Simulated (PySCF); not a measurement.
# C₃H₉ClOSi₂: what the fields show

Input file:

```
{"job": {"kind": "nmr", "xc": "PBE0", "basis": "pcSseg-1"}, "charge": 0, "multiplicity": 1}
C     -1.772567    -0.023363     0.445263
C     -0.703250    -0.357059    -0.592460
C      0.279689    -1.387776    -0.021264
O      1.182552    -0.828750     0.897912
Si     1.869900     0.624283     0.609705
Cl     1.867353     1.573154     2.385230
Si     0.345709     1.201992    -1.025731
H     -1.312167     0.358490     1.354772
H     -2.457723     0.730983     0.065313
H     -2.350776    -0.909628     0.705871
H     -1.184846    -0.812462    -1.461247
H      0.852173    -1.848441    -0.836922
H     -0.255858    -2.179981     0.512302
H      3.272765     0.389553     0.265959
H     -0.484752     2.402200    -0.914999
H      0.844198     1.075748    -2.401115
```

Launched as:

```sh
OMP_NUM_THREADS=1 python probes_run.py task.json out
```

Geometry: GFN2-xTB.

Method: PySCF, PBE0/pcSseg-1, SCF density, gas phase, non-relativistic.

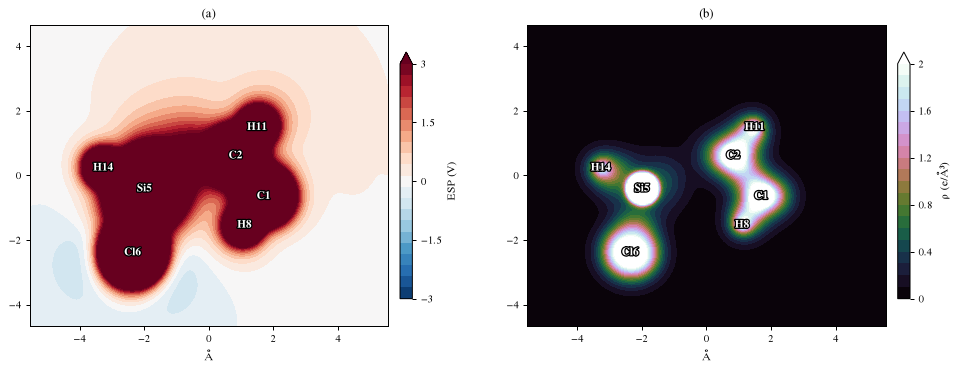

Figure 1. (a) electrostatic potential; (b) total electron density on the plane of atoms C1, C2 and H11.

**Describe what can be read from this map.**

Atoms in the plane: C, Si, Cl and H. C–C (1.53 Å): ρ at the midpoint is about 1.6 e/Å³. Si–Cl (2.01 Å): ρ at the midpoint is about 0.97 e/Å³. C–H (1.09 Å): ρ is about 2 e/Å³ halfway. Outside the dense part of the molecule the potential is most negative (−0.6 V) near Cl6.

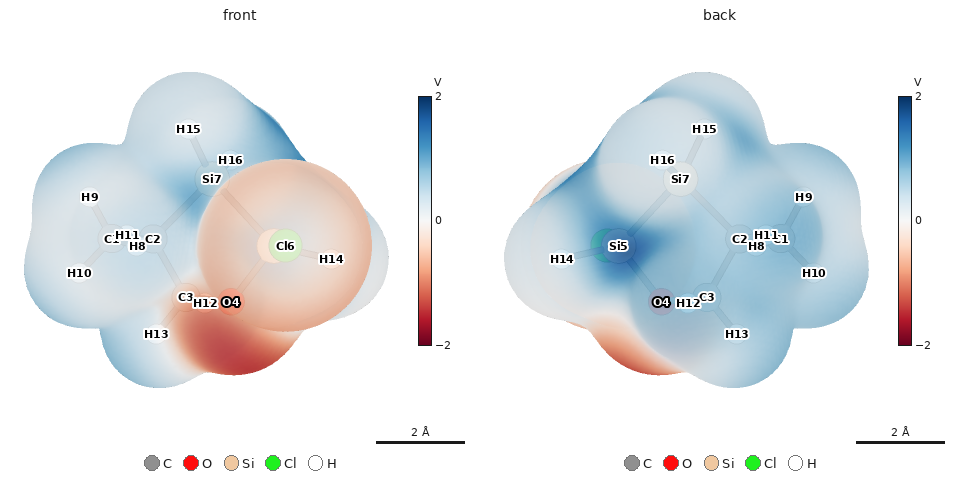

Figure 2. The molecular electrostatic potential painted on the density surface at 0.002 e/bohr³, seen from the front and from behind; red is negative and blue positive.

**Where is the surface potential most negative and most positive?**

The most negative region (about −1.4 V, or −32 kcal/mol for a unit charge) lies over O4, the most positive (about +1.5 V, or +35 kcal/mol for a unit charge) over Si5 and Si7. O4 is the likeliest acceptor of a hydrogen bond.
